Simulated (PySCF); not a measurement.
## Geometry relaxation, with input and output: C3H10Si

C3H10Si (trimethylsilane), SMILES C[SiH](C)C, computed with PBE0-D3(BJ)/def2-SVP geometry optimisation, gas phase (PySCF 2.14.0).

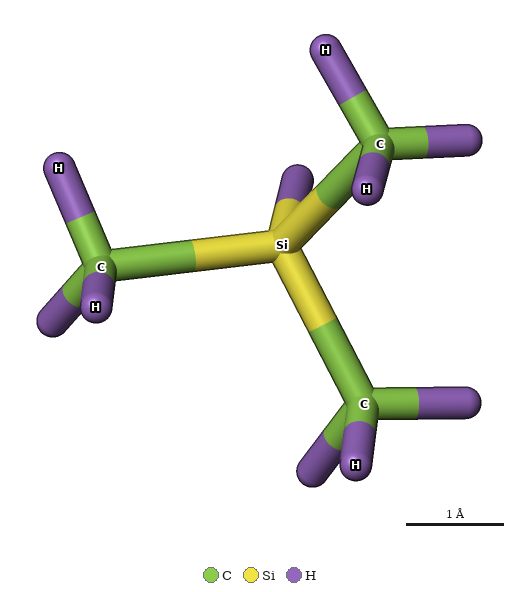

Figure 1. The structure as given in the input (stick view, seen at a tilt).

Results in brief:

- outcome: converged
- total energy: −409.414611 hartree
- dipole moment: 0.60 D
- point group: C3v
- hardware: 1 CPU thread, shared host
- wall time: 15 s
- peak memory: 0.45 GiB

The input:
```
{"job": {"xc": "PBE0", "basis": "def2-SVP", "d3": "d3bj", "grid": 1, "shake": 0.03, "kind": "geom"}, "charge": 0, "multiplicity": 1}
C      0.169930     1.650200    -0.476530
Si    -0.109420     0.098650     0.492240
C     -1.614140    -0.891720    -0.229960
C      1.602780    -0.909920     0.351220
H     -0.791850     2.322290    -0.455150
H      0.282800     1.545970    -1.548840
H      0.968450     2.311050    -0.113890
H     -0.304540     0.453210     1.899440
H     -1.722820    -1.783550     0.415100
H     -1.389110    -1.171100    -1.209710
H     -2.501610    -0.320260    -0.142830
H      1.739810    -1.176750    -0.649500
H      2.272160    -0.339350     0.721260
H      1.376770    -1.833470     0.946060
```

The first line tells a small driver script what to run in PySCF; the rest is the geometry in Å.

Command:
```bash
OMP_NUM_THREADS=1 python <driver script> task.json out
```

The program's output:
```
step   0  E = -409.37654976  max force = 0.157016
step   1  E = -409.41238787  max force = 0.023946
step   2  E = -409.41441829  max force = 0.003764
step   3  E = -409.41460209  max force = 0.000745
step   4  E = -409.41460873  max force = 0.000476
step   5  E = -409.41461089  max force = 0.000112
optimisation converged
```

Trajectory as extended XYZ (Å, eV, eV/Å), 6 frames, from step=0 to step=5:
```
14
Properties=species:S:1:pos:R:3:forces:R:3 step=0 energy=-11139.70332
C     0.1699    1.6502   -0.4765   -2.2644   2.2840   0.0023
Si   -0.1094    0.0987    0.4922    1.0381  -1.2680  -1.2380
C    -1.6141   -0.8917   -0.2300    1.8652   0.1158   2.9899
C     1.6028   -0.9099    0.3512   -8.0741  -3.8982  -0.3349
H    -0.7919    2.3223   -0.4551    1.3916  -1.0097   0.2833
H     0.2828    1.5460   -1.5488    0.4115  -0.5130  -0.6045
H     0.9685    2.3110   -0.1139    0.1868  -0.1407   0.1289
H    -0.3045    0.4532    1.8994   -0.2156   0.0639   0.6157
H    -1.7228   -1.7835    0.4151   -0.0837  -0.0164  -0.2849
H    -1.3891   -1.1711   -1.2097    0.2395  -0.6149  -2.1135
H    -2.5016   -0.3203   -0.1428   -1.2944   0.8231  -0.1129
H     1.7398   -1.1767   -0.6495    0.5209  -0.4670  -2.0008
H     2.2722   -0.3393    0.7213    5.5590   4.1449   2.9274
H     1.3768   -1.8335    0.9461    0.7197   0.4962  -0.2582
14
Properties=species:S:1:pos:R:3:forces:R:3 step=1 energy=-11140.67853
C     0.1354    1.6871   -0.4931   -0.4861   0.5584  -0.2026
Si   -0.0971    0.0965    0.4757    0.5251  -0.1601  -0.2115
C    -1.5618   -0.8834   -0.2019    0.3360   0.1100   0.4527
C     1.5126   -0.9212    0.3604   -1.2314   0.0789   0.0397
H    -0.7748    2.3155   -0.4370    0.0501  -0.1038   0.1156
H     0.2871    1.5290   -1.5743    0.1653  -0.1953   0.0816
H     0.9543    2.3208   -0.1191    0.1088  -0.1432   0.0295
H    -0.3187    0.4375    1.9190   -0.0930  -0.0004   0.0070
H    -1.6883   -1.7890    0.4123   -0.0744  -0.0649  -0.1090
H    -1.3602   -1.1782   -1.2412   -0.1599  -0.0052  -0.0728
H    -2.4857   -0.2918   -0.1281   -0.0555  -0.0354  -0.1683
H     1.6824   -1.2010   -0.6877    0.2671   0.0590  -0.0503
H     2.3258   -0.3235    0.7735    0.4011  -0.0265  -0.0034
H     1.3681   -1.8432    0.9405    0.2467  -0.0713   0.0918
14
Properties=species:S:1:pos:R:3:forces:R:3 step=2 energy=-11140.73378
C     0.1186    1.7055   -0.4959   -0.0627   0.1044  -0.0915
Si   -0.0876    0.1042    0.4694    0.0906   0.0518   0.0192
C    -1.5499   -0.8777   -0.1917    0.0479   0.0043   0.1013
C     1.4897   -0.9189    0.3632   -0.1935   0.0024   0.0028
H    -0.7881    2.3269   -0.4313   -0.0388  -0.0027   0.0296
H     0.2988    1.5107   -1.5666    0.0359  -0.0391   0.0432
H     0.9554    2.3125   -0.1163    0.0296  -0.0511   0.0111
H    -0.3291    0.4443    1.9123   -0.0396  -0.0049  -0.0134
H    -1.6928   -1.7928    0.4044   -0.0220  -0.0234  -0.0349
H    -1.3741   -1.1737   -1.2385   -0.0633   0.0165   0.0060
H    -2.4807   -0.2914   -0.1359    0.0093  -0.0212  -0.0612
H     1.6925   -1.1980   -0.6834    0.0992   0.0387   0.0268
H     2.3418   -0.3486    0.7647    0.0509  -0.0676  -0.0645
H     1.3849   -1.8479    0.9444    0.0565  -0.0082   0.0255
14
Properties=species:S:1:pos:R:3:forces:R:3 step=3 energy=-11140.73878
C     0.1131    1.7110   -0.4969    0.0060  -0.0063  -0.0168
Si   -0.0862    0.1086    0.4702    0.0073   0.0112   0.0246
C    -1.5508   -0.8744   -0.1877    0.0069  -0.0190   0.0084
C     1.4884   -0.9194    0.3641    0.0238   0.0192   0.0071
H    -0.7948    2.3316   -0.4314    0.0098  -0.0084  -0.0016
H     0.3046    1.5025   -1.5621   -0.0054   0.0060   0.0034
H     0.9568    2.3060   -0.1134   -0.0013  -0.0006   0.0039
H    -0.3397    0.4484    1.9112   -0.0060  -0.0069  -0.0092
H    -1.7020   -1.7943    0.3991   -0.0017  -0.0016  -0.0066
H    -1.3863   -1.1678   -1.2373   -0.0069   0.0110   0.0046
H    -2.4822   -0.2887   -0.1401    0.0076   0.0045  -0.0035
H     1.7074   -1.1960   -0.6802    0.0050   0.0145   0.0100
H     2.3547   -0.3620    0.7579   -0.0383  -0.0240  -0.0284
H     1.3961   -1.8502    0.9454   -0.0066   0.0005   0.0042
14
Properties=species:S:1:pos:R:3:forces:R:3 step=4 energy=-11140.73896
C     0.1148    1.7100   -0.4969    0.0091  -0.0100  -0.0053
Si   -0.0863    0.1086    0.4716   -0.0032   0.0088   0.0075
C    -1.5506   -0.8741   -0.1871    0.0015  -0.0113   0.0029
C     1.4870   -0.9190    0.3640    0.0245   0.0007   0.0089
H    -0.7925    2.3304   -0.4320   -0.0033   0.0047  -0.0008
H     0.3064    1.5013   -1.5619   -0.0020   0.0012   0.0008
H     0.9585    2.3043   -0.1127   -0.0010   0.0008   0.0017
H    -0.3414    0.4468    1.9121   -0.0034  -0.0001  -0.0020
H    -1.7029   -1.7954    0.3971   -0.0007   0.0005  -0.0036
H    -1.3870   -1.1645   -1.2375   -0.0021   0.0066  -0.0012
H    -2.4810   -0.2871   -0.1390    0.0004   0.0030   0.0010
H     1.7066   -1.1932   -0.6805   -0.0012   0.0046   0.0010
H     2.3533   -0.3626    0.7569   -0.0170  -0.0100  -0.0099
H     1.3944   -1.8502    0.9448   -0.0017   0.0005  -0.0011
14
Properties=species:S:1:pos:R:3:forces:R:3 step=5 energy=-11140.73902
C     0.1165    1.7089   -0.4965   -0.0015  -0.0008   0.0018
Si   -0.0865    0.1083    0.4729    0.0005  -0.0024  -0.0028
C    -1.5511   -0.8731   -0.1873    0.0004  -0.0014  -0.0003
C     1.4866   -0.9198    0.3644    0.0012  -0.0024   0.0058
H    -0.7904    2.3304   -0.4326    0.0010   0.0017   0.0000
H     0.3083    1.4999   -1.5613    0.0010  -0.0015  -0.0003
H     0.9602    2.3029   -0.1117    0.0003   0.0008  -0.0002
H    -0.3432    0.4457    1.9131   -0.0007   0.0030   0.0010
H    -1.7046   -1.7959    0.3938    0.0002  -0.0002  -0.0016
H    -1.3883   -1.1596   -1.2388   -0.0002   0.0027  -0.0031
H    -2.4806   -0.2847   -0.1375   -0.0019   0.0006   0.0029
H     1.7060   -1.1918   -0.6806   -0.0030  -0.0011  -0.0033
H     2.3527   -0.3643    0.7569    0.0022   0.0019   0.0030
H     1.3937   -1.8518    0.9439    0.0006  -0.0008  -0.0028
```

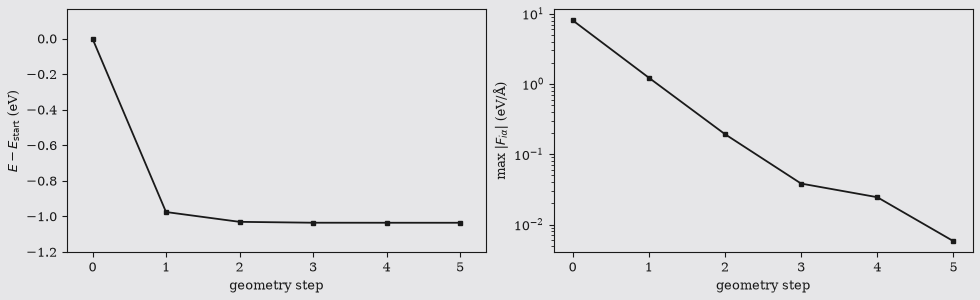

Figure 2. Progress of the relaxation, step by step (steps are counted from 0).

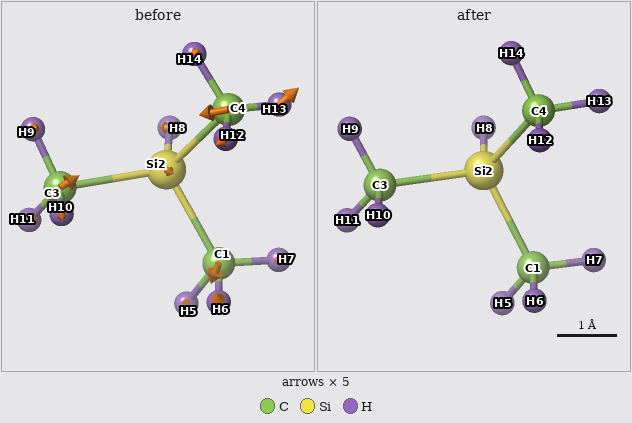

Figure 3. Before (left) and after (right) the relaxation, at one scale (ball-and-stick view, seen at a tilt). The orange arrows give the displacements, magnified 5 times. The atom that moves furthest after the best rigid fit is C4 (0.11 Å). Largest moves by element: C 0.11 Å, H 0.09 Å, Si 0.03 Å. Among the contacts that change: C4–H13 0.954 → 1.101 Å, Si2–C4 1.992 → 1.882 Å, C1–H5 1.174 → 1.101 Å, C3–H10 1.043 → 1.102 Å. Among the angles that change: Si2–C4–H14 101.9° → 111.2°, H5–C1–H6 99.1° → 107.8°, H12–C4–H13 115.6° → 107.8°. The energy falls by 1.036 eV in 5 geometry steps. The largest force component goes from 8.1 to 0.0058 eV/Å. (Atoms are counted from 1 in the order of the input.)
